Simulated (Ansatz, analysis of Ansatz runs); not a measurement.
**Moving an added electron between Cr sites in Na3CrF6 (P2_1/c)**

Aim: the energy barrier that a trapped electron meets when it moves from one Cr atom to another one nearby in Na3CrF6 (P2_1/c). The model is a cell of 80 host atoms.

Calculated with Ansatz 0.2.0; plane-wave PAW DFT, PBEsol+U; relaxation of all atoms of a supercell at fixed charge in a uniform background; PAW set soft_1.

**1. Starting point**

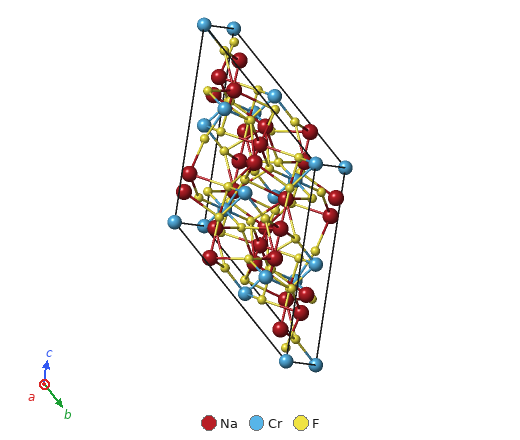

Start, viewed slightly off an axis; sodium red, chromium blue, fluorine yellow. Bonds to atoms that aren't drawn are left out. Some periodic images of atoms are drawn too.

The cell holds 80 atoms: 24 Na, 8 Cr and 48 F. Cell: a = 14.626 Å, b = 9.765 Å, c = 14.626 Å, α = 131.5°, β = 133.9°, γ = 78.2°. It derives from Na3CrF6 (space group P2_1/c). Nearest the centre at fractional (0.500, 0.500, 0.500): F60 at 1.61 Å, F49 at 1.61 Å, Na9 at 1.96 Å, Na4 at 1.96 Å, F34 at 2.47 Å, F43 at 2.47 Å, Cr27 at 2.74 Å, Cr28 at 2.74 Å.

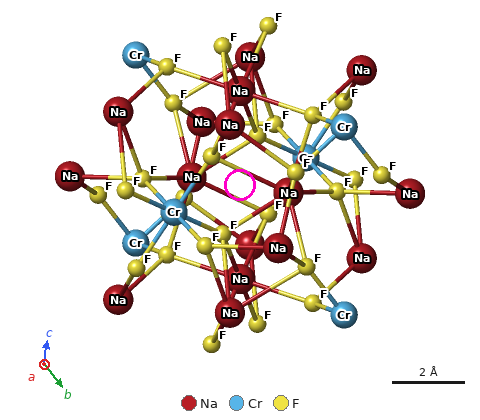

The atoms within 5 Å of the centre. A ring marks the centre wherever it is empty.

Hubbard terms: Cr d 4.0 eV. They were chosen, not fitted, to curb self-interaction in the shells named, the trial site's among them. The two sites are Cr28 and Cr27. The cell's shortest repeat is 9.8 Å. The host's moments were started antiferromagnetic in the unit cell, high spin; both sites carry the same spin direction.

**2. The cell without the carrier**

The neutral cell is relaxed first, from small random displacements, so that bond lengths and moments with the carrier can be set beside those of a relaxed cell without it.

Contents of neutral.relax/input.yaml:

```yaml
crystal:
  lattice:
    - [-10.88061089, 5.72153369, 7.92366829]
    - [0.07475951, -5.72153368, 7.91327245]
    - [10.88061089, 5.72153368, -7.92366828]
  atoms:
    - { symbol: Na, position: [0.150905, 0.234627, 0.641883] }
    - { symbol: Na, position: [0.150905, 0.734627, 0.141883] }
    - { symbol: Na, position: [0.650905, 0.234627, 0.141883] }
    - { symbol: Na, position: [0.650905, 0.734627, 0.641883] }
    - { symbol: Na, position: [0.407256, 0.015373, 0.666278] }
    - { symbol: Na, position: [0.407256, 0.515373, 0.166278] }
    - { symbol: Na, position: [0.907256, 0.015373, 0.166278] }
    - { symbol: Na, position: [0.907256, 0.515373, 0.666278] }
    - { symbol: Na, position: [0.349095, 0.265373, 0.358117] }
    - { symbol: Na, position: [0.349095, 0.765373, 0.858117] }
    - { symbol: Na, position: [0.849095, 0.265373, 0.858117] }
    - { symbol: Na, position: [0.849095, 0.765373, 0.358117] }
    - { symbol: Na, position: [0.092744, 0.484627, 0.333722] }
    - { symbol: Na, position: [0.092744, 0.984627, 0.833722] }
    - { symbol: Na, position: [0.592744, 0.484627, 0.833722] }
    - { symbol: Na, position: [0.592744, 0.984627, 0.333722] }
    - { symbol: Na, position: [0.25, 0.25, 0.5] }
    - { symbol: Na, position: [0.25, 0.75, 0.0] }
    - { symbol: Na, position: [0.75, 0.25, 0.0] }
    - { symbol: Na, position: [0.75, 0.75, 0.5] }
    - { symbol: Na, position: [0.25, 0.0, 0.75] }
    - { symbol: Na, position: [0.25, 0.5, 0.25] }
    - { symbol: Na, position: [0.75, 0.0, 0.25] }
    - { symbol: Na, position: [0.75, 0.5, 0.75] }
    - { symbol: Cr, position: [0.0, 0.25, 0.75], spin: 3.0 }
    - { symbol: Cr, position: [0.0, 0.75, 0.25], spin: 3.0 }
    - { symbol: Cr, position: [0.5, 0.25, 0.25], spin: 3.0 }
    - { symbol: Cr, position: [0.5, 0.75, 0.75], spin: 3.0 }
    - { symbol: Cr, position: [0.0, 0.0, 0.0], spin: -3.0 }
    - { symbol: Cr, position: [0.0, 0.5, 0.5], spin: -3.0 }
    - { symbol: Cr, position: [0.5, 0.0, 0.5], spin: -3.0 }
    - { symbol: Cr, position: [0.5, 0.5, 0.0], spin: -3.0 }
    - { symbol: F, position: [0.324788, 0.092069, 0.990472] }
    - { symbol: F, position: [0.324788, 0.592069, 0.490472] }
    - { symbol: F, position: [0.824788, 0.092069, 0.490472] }
    - { symbol: F, position: [0.824788, 0.592069, 0.990472] }
    - { symbol: F, position: [0.398402, 0.157931, 0.482719] }
    - { symbol: F, position: [0.398402, 0.657931, 0.982719] }
    - { symbol: F, position: [0.898402, 0.157931, 0.982719] }
    - { symbol: F, position: [0.898402, 0.657931, 0.482719] }
    - { symbol: F, position: [0.175212, 0.407931, 0.009528] }
    - { symbol: F, position: [0.175212, 0.907931, 0.509528] }
    - { symbol: F, position: [0.675212, 0.407931, 0.509528] }
    - { symbol: F, position: [0.675212, 0.907931, 0.009528] }
    - { symbol: F, position: [0.101598, 0.342069, 0.517281] }
    - { symbol: F, position: [0.101598, 0.842069, 0.017281] }
    - { symbol: F, position: [0.601598, 0.342069, 0.017281] }
    - { symbol: F, position: [0.601598, 0.842069, 0.517281] }
    - { symbol: F, position: [0.436783, 0.44483, 0.329397] }
    - { symbol: F, position: [0.436783, 0.94483, 0.829397] }
    - { symbol: F, position: [0.936783, 0.44483, 0.829397] }
    - { symbol: F, position: [0.936783, 0.94483, 0.329397] }
    - { symbol: F, position: [0.384567, 0.30517, 0.741953] }
    - { symbol: F, position: [0.384567, 0.80517, 0.241953] }
    - { symbol: F, position: [0.884567, 0.30517, 0.241953] }
    - { symbol: F, position: [0.884567, 0.80517, 0.741953] }
    - { symbol: F, position: [0.063217, 0.05517, 0.670603] }
    - { symbol: F, position: [0.063217, 0.55517, 0.170603] }
    - { symbol: F, position: [0.563217, 0.05517, 0.170603] }
    - { symbol: F, position: [0.563217, 0.55517, 0.670603] }
    - { symbol: F, position: [0.115433, 0.19483, 0.258047] }
    - { symbol: F, position: [0.115433, 0.69483, 0.758047] }
    - { symbol: F, position: [0.615433, 0.19483, 0.758047] }
    - { symbol: F, position: [0.615433, 0.69483, 0.258047] }
    - { symbol: F, position: [0.141975, 0.166152, 0.082568] }
    - { symbol: F, position: [0.141975, 0.666152, 0.582568] }
    - { symbol: F, position: [0.641975, 0.166152, 0.582568] }
    - { symbol: F, position: [0.641975, 0.666152, 0.082568] }
    - { symbol: F, position: [0.416416, 0.083848, 0.225823] }
    - { symbol: F, position: [0.416416, 0.583848, 0.725823] }
    - { symbol: F, position: [0.916416, 0.083848, 0.725823] }
    - { symbol: F, position: [0.916416, 0.583848, 0.225823] }
    - { symbol: F, position: [0.358025, 0.333848, 0.917432] }
    - { symbol: F, position: [0.358025, 0.833848, 0.417432] }
    - { symbol: F, position: [0.858025, 0.333848, 0.417432] }
    - { symbol: F, position: [0.858025, 0.833848, 0.917432] }
    - { symbol: F, position: [0.083584, 0.416152, 0.774177] }
    - { symbol: F, position: [0.083584, 0.916152, 0.274177] }
    - { symbol: F, position: [0.583584, 0.416152, 0.274177] }
    - { symbol: F, position: [0.583584, 0.916152, 0.774177] }
basis:
  ecutwfc: 420
  xc_grid: 2
hamiltonian:
  xc: pbesol
  hubbard:
    sites: [{ species: Cr, l: d, u_eff: 4.0 }]
    projectors: ortho-atomic
  pseudopotentials: { kind: paw, azcp: { folder: soft_1 }, xc_functional: pbe }
kpoints:
  mp_grid: { grid: [1, 1, 1] }
magnetization:
  spin_polarized: true
  initial_magnetization: 0
  spin_locking: { lock_magnetization: hard }
scf:
  occupations: { method: fermi_dirac, width: 0.01 }
  max_iter: 120
  lower_state_search: "off"
output:
  forces: true
relax:
  f_tol: 0.02
  max_steps: 70
  random_displacement: { amplitude: 0.04, seed: 6571 }
checkpoint:
  write: "../neutral.relax.run"
  compress: false
  write_wavefunctions: true
  write_every: 100000
```

The run is started by

```bash
ansatz run input.yaml --threads 4 --pin off --max-ram 17899MiB --backend cpu --events-out ev --progress --plain --runs-dir out
```

Numbers of over 12 decimals in the logs are rounded to 6 here.

The log of the run:

```text
[... repeated set-up lines and file paths are left out, and long positions are rounded to six places ...]
Engine: ansatz 0.2.0, aarch64-unknown-linux-gnu
Pseudopotentials: kind: paw
Pseudopotential: Na, paw, valence charge 9, recommended cutoff 420 eV (normal), soft_1/Na.paw.azcp
Pseudopotential: Cr, paw, valence charge 14, recommended cutoff 420 eV (normal), soft_1/Cr.paw.azcp
Pseudopotential: F, paw, valence charge 7, recommended cutoff 420 eV (normal), soft_1/F.paw.azcp
Functional definition: PBEsol
  exchange = pbesol_x
  correlation = pbesol_c
Crystal: 80 atoms, lattice volume = 992.041 Å³
Basis set: ecut = 420 eV, 19413 PW (Γ), exchange–correlation on 200×144×200 points (8 copies of the dense FFT grid, shifted against one another)
Bands: 412, of which v1, the nominal top of the filled ones, is band 332 counted from 1 (331 counted from 0)
Symmetry: 1 space group operations
k-points: 1
Non-local potential: Na, projectors of the file, l = 0: 3, l = 1: 2, l = 2: 1
Non-local potential: Cr, projectors of the file, l = 0: 3, l = 1: 2, l = 2: 3, l = 3: 1
Non-local potential: F, projectors of the file, l = 0: 2, l = 1: 2, l = 2: 1
PAW form: soft (Blöchl's): semilocal exchange-correlation on the pseudo side does not see the compensation charge
PAW frozen core: Na, regenerated for the run's functional, and the local potential with it (the file was generated under x = pbe(κ = 0.804, μ = 0.219515), c = pbe(β = 0.066725))
PAW frozen core: Cr, regenerated for the run's functional, and the local potential with it (the file was generated under x = pbe(κ = 0.804, μ = 0.219515), c = pbe(β = 0.066725))
[...]
atom  43  F     -0.00096467     0.00154082     0.00016156
  [... 5 atoms left out ...]
  atom  49  F      0.00075350    -0.00478756     0.00034071
  [... 10 atoms left out ...]
  atom  60  F      0.00134429    -0.00395421     0.00044678
  [... 8 atoms left out ...]
  atom  69  F      0.00523199    -0.00170610     0.00045506
  [... 10 atoms left out ...]
  atom  80  F     -0.00315898    -0.00100384     0.00071182
  max |Σ_I F_I| component: 1.43e-4 eV/Å
--- Band table (eV) ---
  k-point 0 ↑: bands = ["-68.8233", "-68.8206", "-68.8203", "-68.8171", [... 404 left out ...] "15.0484", "15.2192", "15.2668", "15.2849"]
  k-point 0 ↓: bands = ["-68.8223", "-68.8217", "-68.8186", "-68.8169", [... 404 left out ...] "15.0481", "15.2213", "15.2648", "15.2858"]
Occupation matrices written to <dir>
--- Relaxed structure (4 steps of the walk, 4 accepted, 0 SCFs on fresh bases) ---
  F+E_penalty+E_count = -100705.54729369 eV   max|allowed force component| = 8.760e-3 eV/Å
  atoms:
    - { symbol: Na, position: [0.151548, 0.234650, 0.642138] }
    - { symbol: Na, position: [0.150416, 0.733378, 0.141319] }
    [... 1 atom left out ...]
    - { symbol: Na, position: [0.651134, 0.734534, 0.642057] }
[...]
- { symbol: Na, position: [0.350085, 0.266536, 0.358833] }
[...]
- { symbol: Cr, position: [0.500240, 0.250043, 0.250140] }
    - { symbol: Cr, position: [0.500308, 0.750180, 0.750241] }
[...]
- { symbol: F, position: [0.325150, 0.591982, 0.490577] }
[...]
- { symbol: F, position: [0.675567, 0.408083, 0.509687] }
    [... 5 atoms left out ...]
    - { symbol: F, position: [0.437073, 0.444604, 0.330067] }
    [... 10 atoms left out ...]
    - { symbol: F, position: [0.563798, 0.555532, 0.671231] }
    [... 8 atoms left out ...]
    - { symbol: F, position: [0.417040, 0.083439, 0.225958] }
    [... 10 atoms left out ...]
    - { symbol: F, position: [0.583891, 0.916222, 0.774373] }
[key lines of the parts left out:]
SCF converged after 4 iterations
Magnetization: 0.0000 μB (332.0000 up, 332.0000 down)
Free energy (F): -100705.547294 eV
Fermi energy:    4.855954 (↑ 4.855895, ↓ 4.856014) eV
```

It took 74 s on 4 threads of Arm Neoverse V2, shared host; peak memory 2.7 GiB; 4.8 min of CPU time.

The largest displacement from an ideal site is 0.014 Å.

(Continued in part 2 of 3.)

[Logs are printed without paths, hosts, clocks, repeated set-up lines and the standing remarks that a program may print on its own settings, such as how far it seeks lower states.]

[Hosts, paths, dates, database ids (printed as entryN), source tags and the programs' standing remarks are cut or masked in the printed files.]
